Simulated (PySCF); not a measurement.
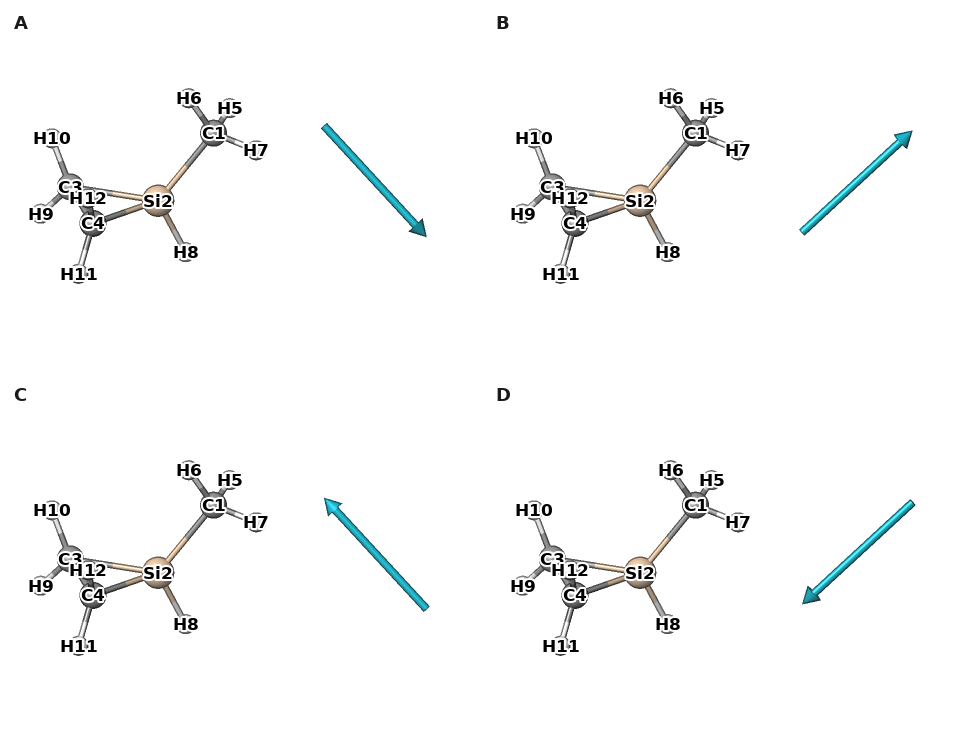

The same molecule four times, each with an arrow. The computed structure is the end point of a PBE0-D3(BJ)/def2-SVP optimisation. No frequency run is at hand to confirm it as a minimum. Properties computed with ωB97X-D/def2-SVPD, gas phase (PySCF 2.14.0).

**Which arrow points along the dipole moment, from the negative to the positive end?**

B. The dipole moment is 0.87 D; it points from the side of H9, H11 to the side of H5, H7 (the outermost atoms at the two ends).
